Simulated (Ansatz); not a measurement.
The starting structures come from a database of crystals and need not be the phases stable at ambient conditions.

 Where the default PAW files enter, the runs use the earlier of Ansatz's two default sets.

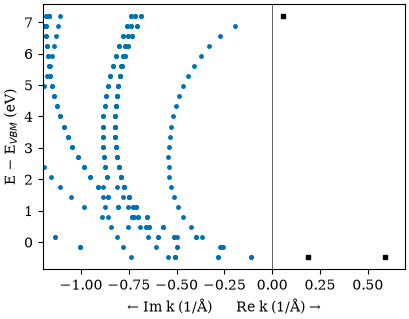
*Complex bands at the centre of the two-dimensional zone; r2SCAN in Ansatz (a program for electronic structure)*

The gap is the functional's own. No spin-orbit coupling. Mid-gap values are interpolated on the energy grid.

Question: This is KRb2GaF6 (Fm-3m, not sure to be the ambient phase, 10 atoms a cell, 16.8 Å³ an atom) along the normal of (111). Read off the slowest decay at the centre of the two-dimensional zone at 3.68 eV, the computed energy nearest the middle of the gap.

Answer: κ ≈ 0.53 1/Å, a decay length 1/(2κ) of the density of 0.95 Å.
